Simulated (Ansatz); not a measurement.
```yaml
atoms:
  - { symbol: Ga, position_ang: [-0.0327, -0.1680, 0.0039] }
  - { symbol: O, position_ang: [-0.2224, -0.5632, 1.7358] }
  - { symbol: H, position_ang: [-1.1437, -0.6554, 2.0047] }
  - { symbol: O, position_ang: [1.5696, -0.1292, -0.7412] }
  - { symbol: H, position_ang: [2.2709, -0.3925, -0.1327] }
  - { symbol: Cl, position_ang: [-1.7549, 0.1879, -1.2077] }
  - { symbol: P, position_ang: [0.3770, 2.9420, 1.5281] }
  - { symbol: H, position_ang: [1.5980, 2.5396, 0.8985] }
  - { symbol: H, position_ang: [-0.3951, 2.8082, 0.3250] }
  - { symbol: H, position_ang: [0.0639, 1.6224, 1.9744] }
```

Method: Ansatz, RKS PBE0-D4/def2-SVP.

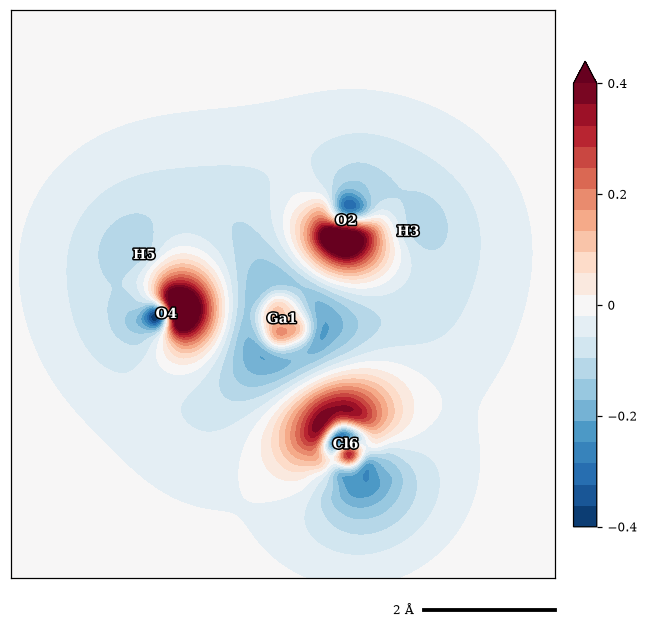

ClGaH2O2···PH3. The LUMO on the plane of atoms O4, Ga1 and Cl6 (values in Å⁻³ᐟ²; the overall sign is arbitrary).

### Describe this orbital and give its energy.

It lies mainly on Ga1 (about 45 %), Cl6 (about 15 %), O4 (about 10 %) and O2 (about 10 %). Its energy is −0.99 eV.
